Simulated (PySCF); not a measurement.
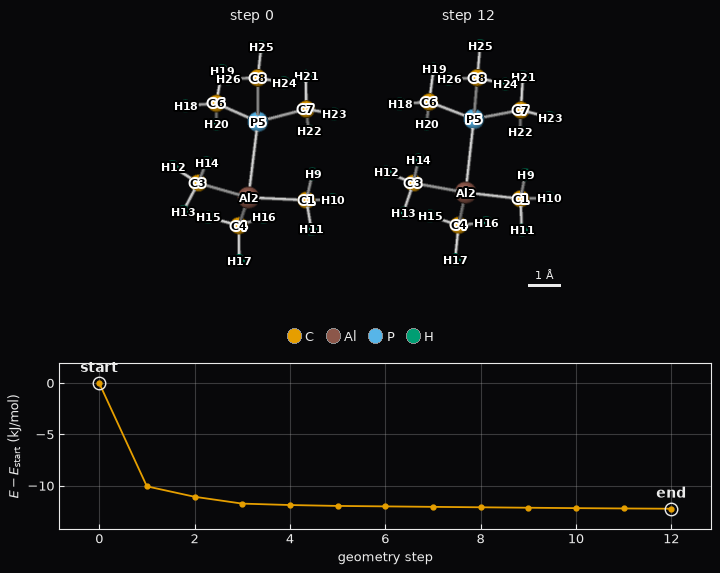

First and last geometry of a relaxation of C$_{6}$H$_{18}$AlP, with the history of the run. A ball-and-stick model, seen from a free direction.

The start comes from GFN2-xTB.

Computed with PBE0-D3(BJ)/def2-SVP geometry optimisation, gas phase (PySCF 2.14.0, density-fitted response routines). 

Question: Read the history and describe the run.

Answer: It converged. The energy falls by 12.2 kJ/mol in 12 geometry steps. The largest move after the best rigid fit is that of H16, 0.28 Å. Largest moves by element: H 0.28 Å, Al 0.18 Å, C 0.14 Å, P 0.09 Å. Some distances before and after: Al2–P5 2.576 → 2.488 Å, Al2–C3 2.003 → 1.990 Å, C6–H18 1.088 → 1.100 Å, P5–C6 1.837 → 1.828 Å. Bond angles that change, for instance: C1–Al2–P5 95.3° → 100.5°, C4–Al2–P5 95.2° → 100.2°, C6–P5–C7 100.7° → 104.1°. Cost: 3 min on 1 thread of AMD EPYC 9R45 96-Core Processor, with other jobs on the host.
